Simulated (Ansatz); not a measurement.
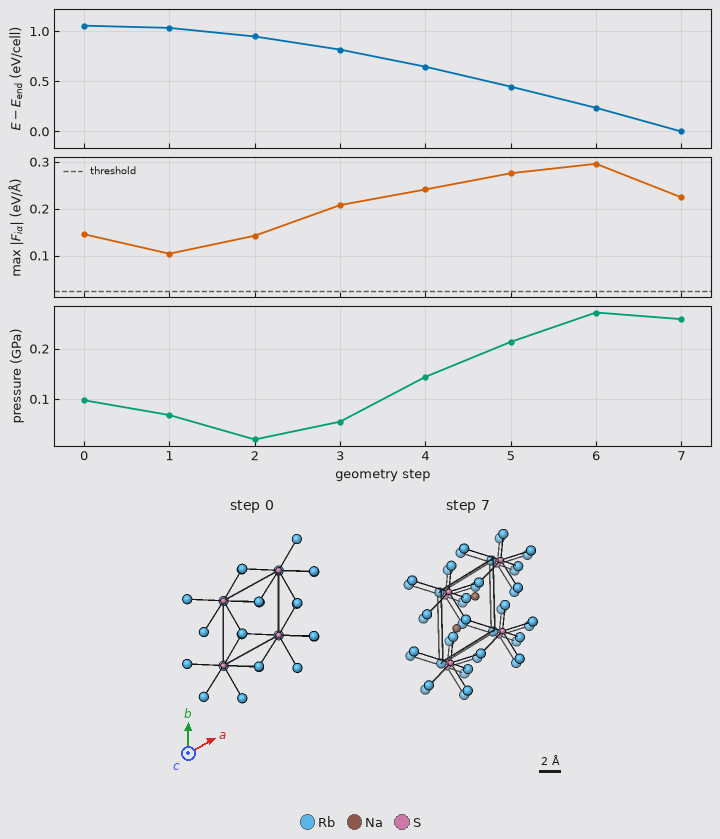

First and last geometry of a relaxation of solid Rb$_{5}$Na$_{2}$S (a generated structure, set up in P1) (coarse preliminary run), with the history of the run. Style: ball-and-stick. Shown: the cell of the calculation, reduced to other axes, along the c axis. Lengths and directions refer to the drawn axes.

Computed with Ansatz 0.2.0, DFT PBE, scalar-relativistic, plane waves, PAW.

Input file:
```yaml
crystal:
  lattice:
    - [6.4915120264, -0.1029093477, 0.0740520635]
    - [-3.3348781226, 5.5502125594, 0.0510755792]
    - [0.137140931, 0.1884009751, 11.8187342027]
  atoms:
    - { symbol: Rb, position: [0.3440525263, 0.6774591771, 0.1693974282] }
    - { symbol: Rb, position: [0.645724366, 0.3298892991, 0.1585470609] }
    - { symbol: Rb, position: [0.6490222263, 0.3221561353, 0.8368170831] }
    - { symbol: Rb, position: [0.3339898676, 0.6618833911, 0.8320986205] }
    - { symbol: Rb, position: [0.0051940003, 0.0005363091, 0.4930587159] }
    - { symbol: Na, position: [0.3399899698, 0.6665958295, 0.5041598978] }
    - { symbol: Na, position: [0.6781279983, 0.3384689923, 0.503911644] }
    - { symbol: S, position: [0.0038990454, 0.0030108665, 0.0020095496] }
basis:
  ecutwfc: 420
kpoints:
  mp_grid: { grid: [6, 6, 2] }
hamiltonian:
  xc: pbe
scf:
  occupations: { method: gaussian, width: 0.2 }
  lower_state_search: "off"
output:
  forces: true
  stress: true
  eigenvalues: true
relax:
  adjacent_minimum: "off"
  f_tol: 0.025
  max_steps: 60
  cell: { stress_tol: 0.25 }
```

Launched with:
```bash
ansatz run input.yaml --threads 1 --pin off --max-ram 2560MiB --backend cpu --events-out ev --progress --plain --runs-dir out
```

> What do the curves and the structures tell?

The run was cut off at its time limit before the relaxation converged, so the last structure is only a point on the way. After 7 geometry steps the energy has fallen by 1.056 eV per cell of the calculation. The largest force component goes from 0.15 to 0.22 eV/Å. Pressure: 0.10 GPa at the start and 0.26 GPa at the end. The largest move relative to the cell is that of Rb4, 1.15 Å along [−3 −2 1]. Largest moves by element: Rb 1.15 Å, S 0.96 Å, Na 0.34 Å. Cell: a 6.297 → 6.116 Å (−2.9 %), b 6.475 → 7.114 Å (+9.9 %), c 11.821 → 12.135 Å (+2.7 %), α 89.1° → 85.3°, β 87.7° → 82.5°, γ 61.1° → 59.8°. Volume +7.3 %. Some distances before and after: Rb2–S8 4.083 → 3.216 Å, Rb4–S8 4.087 → 3.240 Å, Rb3–S8 3.998 → 3.302 Å, Rb1–S8 4.269 → 3.584 Å. The space group stays P1 (No. 1). The run took 9.5 min on 1 thread of Arm Neoverse V1, on a shared host, peak memory 0.83 GiB.
